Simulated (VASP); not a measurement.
# 1T-PtSe2 monolayer under biaxial strain, part 3 of 7

Aim: strain 1T-PtSe2 monolayer in both directions of its plane and follow energy, thickness and gap.

VASP 6.6.1, plane waves and PAW; the level of theory is named at each step.

So far, gap on the k-mesh (eV): step 2 (relaxing the monolayer) 1.35.

## 5. Strained, atoms relaxed, biaxial strain -0.04

Level of this step: PBE with D3(BJ); plane waves and PAW (Pt, Se) (VASP).

The cell is held at the strained lattice, and the atoms relax in it.

INCAR reads:

```
SYSTEM = PtSe2
PREC = Normal
ENCUT = 350
EDIFF = 1E-06
NELM = 120
ISMEAR = 0
SIGMA = 0.03
LREAL = .FALSE.
ALGO = Fast
GGA = PE
IVDW = 12
NBANDS = 17
LASPH = .TRUE.
LORBIT = 11
LWAVE = .FALSE.
LCHARG = .FALSE.
KPAR = 4
IBRION = 2
NSW = 30
ISIF = 2
EDIFFG = -0.015
POTIM = 0.4
MAXMIX = 40
IDIPOL = 3
LDIPOL = .TRUE.
DIPOL = 0.5 0.5 0.5
```

POSCAR reads:

```
PtSe2
1.0
    3.5547234412      0.0000000000      0.0000000000
   -1.7773617206      3.0784808035      0.0000000000
    0.0000000000      0.0000000000     22.0000000000
Pt Se
1 2
Direct
    0.0000000000      0.0000000000      0.5000000000
    0.3333333333      0.6666666667      0.4396979050
    0.6666666667      0.3333333333      0.5603020950
```

KPOINTS reads:

```
Automatic mesh
0
Gamma
9 9 1
0 0 0
```

Potentials, in the order of the species: Pt and Se (PBE family, release 64).

Run with:

```sh
$ mpirun -np 4 vasp_std
```

What it wrote:

```text
[... set-up lines as in an earlier step ...]
 entering main loop
       N       E                     dE             d eps       ncg     rms          rms(c)
DAV:   1     0.148483767144E+03    0.14848E+03   -0.63231E+03   416   0.708E+02
DAV:   2    -0.339723654628E+00   -0.14882E+03   -0.14244E+03   611   0.156E+02
DAV:   3    -0.146328985918E+02   -0.14293E+02   -0.14226E+02   520   0.612E+01
DAV:   4    -0.148334657106E+02   -0.20057E+00   -0.20042E+00   525   0.826E+00
DAV:   5    -0.148369642466E+02   -0.34985E-02   -0.34978E-02   557   0.101E+00    0.152E+01
RMM:   6    -0.141254917490E+02    0.71147E+00   -0.37614E+00   408   0.110E+01    0.793E+00
RMM:   7    -0.140247015273E+02    0.10079E+00   -0.53600E-01   408   0.470E+00    0.332E+00
RMM:   8    -0.139828451367E+02    0.41856E-01   -0.78112E-02   411   0.193E+00    0.369E-01
RMM:   9    -0.139836710023E+02   -0.82587E-03   -0.22115E-02   412   0.823E-01    0.176E-01
RMM:  10    -0.139837728492E+02   -0.10185E-03   -0.19394E-03   424   0.275E-01    0.172E-01
RMM:  11    -0.139838058354E+02   -0.32986E-04   -0.43350E-04   443   0.114E-01    0.183E-01
RMM:  12    -0.139837382407E+02    0.67595E-04   -0.18827E-04   408   0.819E-02    0.195E-01
RMM:  13    -0.139836044683E+02    0.13377E-03   -0.25462E-04   408   0.849E-02    0.124E-01
RMM:  14    -0.139836138083E+02   -0.93400E-05   -0.11648E-04   408   0.529E-02    0.918E-02
RMM:  15    -0.139836281815E+02   -0.14373E-04   -0.14241E-05   407   0.206E-02    0.670E-02
RMM:  16    -0.139836839018E+02   -0.55720E-04   -0.39324E-05   408   0.391E-02    0.457E-02
RMM:  17    -0.139836962770E+02   -0.12375E-04   -0.52270E-06   341   0.113E-02    0.530E-02
RMM:  18    -0.139837080259E+02   -0.11749E-04   -0.42906E-06   366   0.116E-02    0.471E-02
RMM:  19    -0.139837101434E+02   -0.21175E-05   -0.20306E-06   291   0.691E-03    0.420E-02
RMM:  20    -0.139837112791E+02   -0.11357E-05   -0.37291E-06   345   0.107E-02    0.262E-02
RMM:  21    -0.139837161027E+02   -0.48236E-05   -0.68088E-06   380   0.138E-02    0.124E-02
RMM:  22    -0.139837165691E+02   -0.46640E-06   -0.53082E-07   263   0.403E-03
   1 F= -.14960482E+02 E0= -.14960482E+02  d E =-.149605E+02
 curvature:   0.00 expect dE= 0.000E+00 dE for cont linesearch  0.000E+00
 trial: gam= 0.00000 g(F)=  0.112E+00 g(S)=  0.000E+00 ort = 0.000E+00 (trialstep = 0.100E+01)
 search vector abs. value=  0.112E+00
 bond charge predicted
       N       E                     dE             d eps       ncg     rms          rms(c)
DAV:   1    -0.140606250402E+02   -0.76909E-01   -0.35651E+00   418   0.100E+01    0.105E+00
RMM:   2    -0.140689985868E+02   -0.83735E-02   -0.13678E-01   408   0.205E+00    0.151E+00
RMM:   3    -0.140718336201E+02   -0.28350E-02   -0.23118E-02   411   0.884E-01    0.815E-01
RMM:   4    -0.140738752679E+02   -0.20416E-02   -0.69989E-03   413   0.533E-01    0.517E-01
RMM:   5    -0.140723092386E+02    0.15660E-02   -0.19557E-03   409   0.289E-01    0.314E-01
RMM:   6    -0.140721015617E+02    0.20768E-03   -0.83130E-04   411   0.175E-01    0.168E-01
RMM:   7    -0.140721600205E+02   -0.58459E-04   -0.12180E-04   414   0.711E-02    0.939E-02
RMM:   8    -0.140721765393E+02   -0.16519E-04   -0.27092E-05   415   0.310E-02    0.896E-02
RMM:   9    -0.140721772973E+02   -0.75795E-06   -0.32195E-05   408   0.264E-02    0.682E-02
RMM:  10    -0.140721632469E+02    0.14050E-04   -0.35295E-05   408   0.322E-02    0.357E-02
RMM:  11    -0.140721685290E+02   -0.52820E-05   -0.52899E-06   357   0.117E-02    0.261E-02
RMM:  12    -0.140721698362E+02   -0.13073E-05   -0.83820E-06   385   0.155E-02    0.853E-03
RMM:  13    -0.140721708371E+02   -0.10009E-05   -0.27290E-06   303   0.793E-03    0.341E-03
RMM:  14    -0.140721713045E+02   -0.46745E-06   -0.66149E-07   264   0.447E-03
   2 F= -.15041123E+02 E0= -.15041123E+02  d E =-.806409E-01
[...]
3 F= -.15062963E+02 E0= -.15062963E+02  d E =-.102481E+00
 curvature:  -0.89 expect dE=-0.169E-04 dE for cont linesearch -0.169E-04
 ZBRENT: interpolating
 opt :   1.8730  next Energy=   -15.062982 (dE=-0.102E+00)
 bond charge predicted
       N       E                     dE             d eps       ncg     rms          rms(c)
DAV:   1    -0.141010466757E+02    0.31231E-03   -0.51443E-03   522   0.379E-01    0.382E-02
RMM:   2    -0.141010602150E+02   -0.13539E-04   -0.15045E-04   406   0.671E-02    0.801E-03
RMM:   3    -0.141010623030E+02   -0.20881E-05   -0.21031E-05   395   0.267E-02    0.349E-03
RMM:   4    -0.141010627704E+02   -0.46742E-06   -0.36353E-06   320   0.117E-02
   4 F= -.15062980E+02 E0= -.15062980E+02  d E =-.102498E+00
 curvature:  -0.99 expect dE=-0.686E-05 dE for cont linesearch -0.686E-05
 trial: gam=-0.00780 g(F)=  0.693E-05 g(S)=  0.000E+00 ort = 0.882E-03 (trialstep = 0.117E+01)
 search vector abs. value=  0.528E-09
 reached required accuracy - stopping structural energy minimisation
```

Run time: 22 s. Hardware: 4 MPI ranks of AMD EPYC 7R43, shared host; peak memory 0.68 GiB.

OUTCAR, selected parts (step 5):

```text
   ENCUT  =  350.0 eV  25.72 Ry    5.07 a.u.   5.42  5.42 33.56*2*pi/ulx,y,z

   NELECT =      22.0000    total number of electrons

 Edisp (eV)   -0.96160

 E-fermi :  -2.3145

 k-point     1 :       0.0000    0.0000    0.0000
  band No.  band energies     occupation
    ...
      7      -5.7569      2.00000
      8      -4.4019      2.00000
      9      -3.8270      2.00000
     10      -2.4653      2.00000
     11      -2.4653      2.00000
     12       0.3522      0.00000
     13       0.3522      0.00000
     14       1.7768      0.00000
     15       2.4100      0.00000
     16       2.8778      0.00000
    ...

 Edisp (eV)   -0.96192

  Total       2.77032     2.77032    -0.06765     0.00000     0.00000     0.00000
  in kB      18.43636    18.43636    -0.45018     0.00000     0.00000     0.00000
  external pressure =       12.14 kB  Pullay stress =        0.00 kB

 POSITION                                       TOTAL-FORCE (eV/Angst)
 -----------------------------------------------------------------------------------
      0.00000      0.00000     11.00000        -0.000000      0.000000      0.000000
     -0.00000      2.05232      9.58619         0.000000      0.000000     -0.009479
      1.77736      1.02616     12.41381        -0.000000     -0.000000      0.009479
 -----------------------------------------------------------------------------------
    total drift:                                0.000000      0.000000      0.000000

  FREE ENERGIE OF THE ION-ELECTRON SYSTEM (eV)
  ---------------------------------------------------
  free  energy   TOTEN  =       -15.0629801608 eV

  energy  without entropy=      -15.0629801608  energy(sigma->0) =      -15.06298016

 vacuum level on the upper side and lower side of the slab         2.615         2.615

[... 4 parts as in an earlier step ...]

[... 14 further parts left out ...]
```

CONTCAR:

```
PtSe2
   1.00000000000000
     3.5547234412000002    0.0000000000000000    0.0000000000000000
    -1.7773617206000001    3.0784808035000002    0.0000000000000000
     0.0000000000000000    0.0000000000000000   22.0000000000000000
  Pt              Se
     1     2
Direct
     0.0000000000000000    0.0000000000000000    0.5000000000000000
     0.3333333332999970    0.6666666667000030    0.4357357052234868
     0.6666666667000030    0.3333333332999970    0.5642642947765132
```

Relaxation path:

```csv
step,energy less that of the first step (eV),largest force (eV/Å)
1,0.0000,1.2059
2,-0.0806,0.5397
3,-0.1025,0.0157
4,-0.1025,0.0095
```

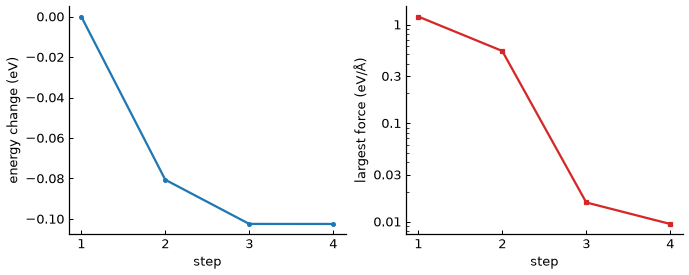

Energy and largest force along the relaxation.

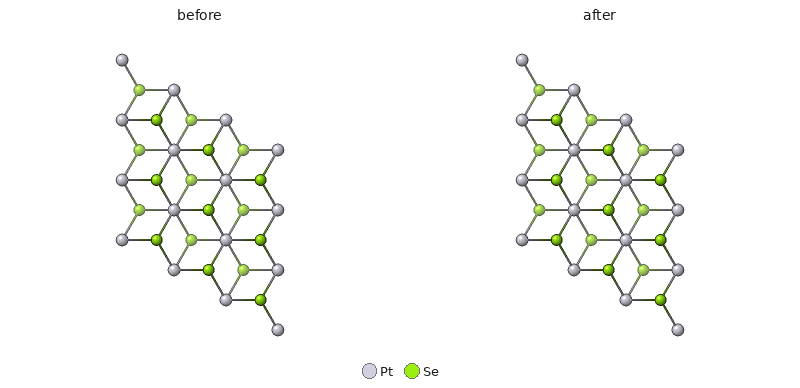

The structure before and after the relaxation, drawn at the same scale.

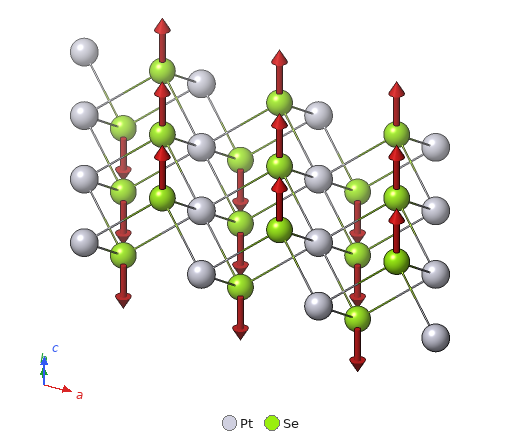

Displacements in the relaxation, exaggerated; the longest in the cell stands for 0.09 Å. 3×3×1 cells are drawn. Some periodic images of atoms are drawn too.

The atoms that moved most (Å):

```csv
atom,dx,dy,dz,length
Se3,0.000,0.000,0.087,0.087
Se2,0.000,0.000,-0.087,0.087
```

The relaxed structure:

```
Pt Se
1.0
     3.55472    0.00000    0.00000
    -1.77736    3.07848    0.00000
     0.00000    0.00000   22.00000
Pt Se
1 2
Direct
  0.00000 0.00000 0.50000
  0.33333 0.66667 0.43574
  0.66667 0.33333 0.56426
```

Numbers from this step:

* electronic cycles: 48
* free energy (TOTEN): -15.06 eV
* Fermi energy: -2.314 eV
* gap on the k-mesh: 1.008 eV
* least direct gap on the k-mesh: 1.319 eV

The run ended after 4 ionic steps, 0.102 eV below its first step, once the forces on the free atoms met EDIFFG = -0.015.

## 6. Strained, levels with spin-orbit coupling, biaxial strain -0.04

This step: PBE with D3(BJ), spin-orbit coupling; plane waves and PAW (Pt, Se) (VASP 6.6.1).

A static run with spin-orbit coupling gives the gap and the vacuum level at this strain.

INCAR reads:

```
SYSTEM = PtSe2
PREC = Normal
ENCUT = 350
EDIFF = 1E-06
NELM = 120
ISMEAR = 0
SIGMA = 0.03
LREAL = .FALSE.
ALGO = Fast
GGA = PE
IVDW = 12
LNONCOLLINEAR = .TRUE.
MAGMOM = 0 0 0 0 0 0 0 0 0
NBANDS = 34
GGA_COMPAT = .FALSE.
LASPH = .TRUE.
LSORBIT = .TRUE.
LMAXMIX = 4
LWAVE = .FALSE.
LCHARG = .FALSE.
KPAR = 4
IDIPOL = 3
LDIPOL = .TRUE.
DIPOL = 0.5 0.5 0.5
LVHAR = .TRUE.
LVACPOTAV = .TRUE.
```

POSCAR reads:

```
PtSe2
1.0
    3.5547234412      0.0000000000      0.0000000000
   -1.7773617206      3.0784808035      0.0000000000
    0.0000000000      0.0000000000     22.0000000000
Pt Se
1 2
Direct
    0.0000000000      0.0000000000      0.5000000000
    0.3333333333      0.6666666667      0.4357357052
    0.6666666667      0.3333333333      0.5642642948
```

KPOINTS is that of step 5.

KPOINTS_OPT reads:

```
Line mode
14
Line-mode
Reciprocal
  0.00000000   0.00000000   0.00000000 GAMMA
  0.50000000   0.00000000   0.00000000 M

  0.50000000   0.00000000   0.00000000 M
  0.33333333   0.33333333   0.00000000 K

  0.33333333   0.33333333   0.00000000 K
  0.00000000   0.00000000   0.00000000 GAMMA
```

Run with:

```sh
$ mpirun -np 4 vasp_ncl
```

What it wrote:

```text
[... set-up lines as in an earlier step ...]
 entering main loop
       N       E                     dE             d eps       ncg     rms          rms(c)
DAV:   1     0.147206421648E+03    0.14721E+03   -0.60142E+03   832   0.700E+02
DAV:   2     0.191135194061E+01   -0.14530E+03   -0.13322E+03  1144   0.166E+02
DAV:   3    -0.150181499095E+02   -0.16930E+02   -0.16693E+02  1018   0.642E+01
DAV:   4    -0.153663833940E+02   -0.34823E+00   -0.34682E+00  1030   0.103E+01
DAV:   5    -0.153726854941E+02   -0.63021E-02   -0.62987E-02  1022   0.134E+00    0.152E+01
RMM:   6    -0.146755832581E+02    0.69710E+00   -0.40795E+00   892   0.115E+01    0.845E+00
RMM:   7    -0.145371529075E+02    0.13843E+00   -0.53988E-01   846   0.466E+00    0.437E+00
RMM:   8    -0.145051639871E+02    0.31989E-01   -0.44719E-02   970   0.142E+00    0.135E+00
RMM:   9    -0.144999634132E+02    0.52006E-02   -0.22768E-02   994   0.907E-01    0.216E-01
RMM:  10    -0.145002630221E+02   -0.29961E-03   -0.29398E-03  1041   0.297E-01    0.121E-01
RMM:  11    -0.145002579822E+02    0.50400E-05   -0.47079E-04  1028   0.134E-01    0.461E-02
RMM:  12    -0.145002619737E+02   -0.39916E-05   -0.12467E-04  1051   0.682E-02    0.236E-02
RMM:  13    -0.145002671361E+02   -0.51623E-05   -0.39433E-05  1068   0.359E-02    0.105E-02
RMM:  14    -0.145002929607E+02   -0.25825E-04   -0.26697E-05   996   0.244E-02    0.563E-03
RMM:  15    -0.145003166537E+02   -0.23693E-04   -0.48733E-06   992   0.121E-02    0.279E-03
RMM:  16    -0.145003749323E+02   -0.58279E-04   -0.82322E-06  1009   0.110E-02    0.344E-03
RMM:  17    -0.145003962037E+02   -0.21271E-04   -0.34443E-06   919   0.717E-03    0.208E-03
RMM:  18    -0.145004193160E+02   -0.23112E-04   -0.14447E-06   834   0.444E-03    0.784E-04
RMM:  19    -0.145004261405E+02   -0.68245E-05   -0.33626E-07   740   0.229E-03    0.856E-04
RMM:  20    -0.145004283265E+02   -0.21860E-05   -0.82409E-08   553   0.131E-03    0.685E-04
RMM:  21    -0.145004309935E+02   -0.26669E-05   -0.10068E-07   569   0.126E-03    0.155E-04
RMM:  22    -0.145004312807E+02   -0.28720E-06   -0.24598E-08   449   0.924E-04
 [... a notice as in an earlier step ...]

   1 F= -.15462349E+02 E0= -.15462349E+02  d E =-.552415E-21  mag=     0.0000     0.0000    -0.0000
 Start KPOINTS_OPT (optional k-point list driver)
k-point batch [1-12\42]
       N       E                     dE             ncg
DAV:   1    -0.974857398647E+02   -0.25682E+04      816
DAV:   2    -0.176856089639E+04   -0.16711E+04     1152
DAV:   3    -0.198733393333E+04   -0.21877E+03     1028
DAV:   4    -0.199265735442E+04   -0.53234E+01      996
DAV:   5    -0.199277029164E+04   -0.11294E+00     1048
DAV:   6    -0.199277369137E+04   -0.33997E-02     1098
DAV:   7    -0.199277379231E+04   -0.10094E-03     1136
DAV:   8    -0.199277379541E+04   -0.30959E-05      914
DAV:   9    -0.199277379560E+04   -0.19200E-06      680
[...]
k-point batch [37-42\42]
       N       E                     dE             ncg
DAV:   1     0.271108170780E+04   -0.38626E+03      408
DAV:   2     0.189990153957E+04   -0.81118E+03      554
DAV:   3     0.177618525331E+04   -0.12372E+03      516
DAV:   4     0.177262767359E+04   -0.35576E+01      520
DAV:   5     0.177253969721E+04   -0.87976E-01      536
DAV:   6     0.177253780192E+04   -0.18953E-02      544
DAV:   7     0.177253771550E+04   -0.86415E-04      552
DAV:   8     0.177253771168E+04   -0.38247E-05      520
DAV:   9     0.177253771152E+04   -0.15575E-06      368
```

Wall time 63 s (4 MPI ranks); peak memory 1.5 GiB; 4.1 min of CPU time.

OUTCAR, selected parts (step 6):

```text
   k-points           NKPTS =     12   k-points in BZ     NKDIM =     12   number of bands    NBANDS=     34

   NELECT =      22.0000    total number of electrons

 dipolmoment           0.000000      0.000000     -0.000000 electrons x Angstroem

 E-fermi :  -2.0702

 k-point     1 :       0.0000    0.0000    0.0000
  band No.  band energies     occupation
    ...
     18      -3.8904      1.00000
     19      -2.6580      1.00000
     20      -2.6580      1.00000
     21      -2.2610      1.00000
     22      -2.2610      1.00000
     23       0.3275      0.00000
     24       0.3275      0.00000
     25       0.3658      0.00000
     26       0.3658      0.00000
     27       1.7730      0.00000
    ...

 Edisp (eV)   -0.96192

  Total       2.83344     2.83344     0.01114     0.00000     0.00000     0.00000
  in kB      18.85646    18.85646     0.07415     0.00000     0.00000     0.00000
  external pressure =       12.60 kB  Pullay stress =        0.00 kB

 POSITION                                       TOTAL-FORCE (eV/Angst)
 -----------------------------------------------------------------------------------
      0.00000      0.00000     11.00000         0.000000      0.000000      0.000000
     -0.00000      2.05232      9.58619        -0.000000      0.000000     -0.036388
      1.77736      1.02616     12.41381        -0.000000     -0.000000      0.036388
 -----------------------------------------------------------------------------------
    total drift:                                0.000000     -0.000000      0.000000

  FREE ENERGIE OF THE ION-ELECTRON SYSTEM (eV)
  ---------------------------------------------------
  free  energy   TOTEN  =       -15.4623486709 eV

  energy  without entropy=      -15.4623486709  energy(sigma->0) =      -15.46234867

 vacuum level on the upper side and lower side of the slab         2.796         2.796

 Spin-Orbit-Coupling matrix elements
 Ion:    1  E_soc:     -0.7429358
 Ion:    2  E_soc:     -0.0273116
 Ion:    3  E_soc:     -0.0273116

[... 6 parts as in an earlier step ...]

[... 9 further parts left out ...]
```

Numbers from this step:

* electronic cycles: 22
* free energy (TOTEN): -15.46 eV
* Fermi energy: -2.070 eV
* least gap on mesh and path: 0.8041 eV
* least direct gap on mesh and path: 1.258 eV
* vacuum levels: 2.796, 2.796 eV
* ionisation potentials of the upper and lower face: 5.057, 5.057 eV
* electron affinities of the upper and lower face: 4.253, 4.253 eV

On-site spin-orbit energy by atom:

```csv
atom,on-site spin-orbit energy (eV)
Pt1,-0.743
Se2,-0.027
Se3,-0.027
```

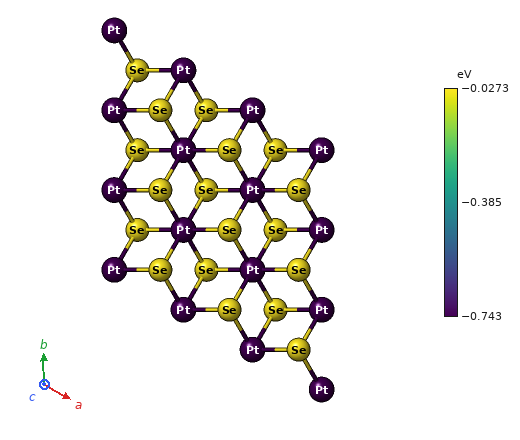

Atoms coloured by on-site spin-orbit energy. 3×3×1 cells are drawn. Some periodic images of atoms are drawn too.

Electronic bands along the path, in eV, zero at the valence-band top; v1 is the highest filled band, c1 the lowest empty one:

```csv
point,v4,v3,v2,v1,c1,c2,c3,c4
Γ,-0.40,-0.40,0.00,0.00,2.59,2.59,2.63,2.63
M,-2.04,-2.04,-1.89,-1.89,2.08,2.08,2.25,2.25
K,-1.53,-1.53,-1.26,-1.26,1.25,1.25,1.29,1.29
Γ,-0.40,-0.40,0.00,0.00,2.59,2.59,2.63,2.63
```

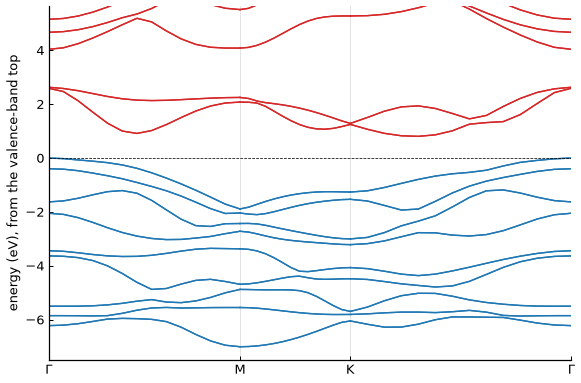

Electronic bands along the path; lines of filled and empty bands in two colours.

Zero at the Fermi level. Table of planar average of the electrostatic potential by height:

```csv
height (Å),planar average of the electrostatic potential (eV)
0,4.87
2,4.87
4,4.87
6,4.86
8,4.41
10,-8.86
12,-8.86
14,4.41
16,4.86
18,4.87
20,4.87
```

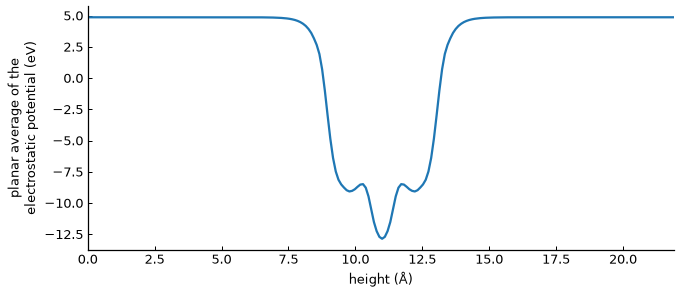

Planar average of the electrostatic potential against height.

(Part 3 of 7 ends here.)

[Lines on the potential files, build, host, timing and source positions are cut from VASP's logs without a mark.]

[Logs are printed without paths, hosts, clocks, repeated set-up lines and the standing remarks that a program may print on its own settings, such as how far it seeks lower states.]

[Hosts, paths, dates, database ids (printed as entryN), source tags and the programs' standing remarks are cut or masked in the printed files.]

[Runs that stopped without an error message from VASP are left out.]
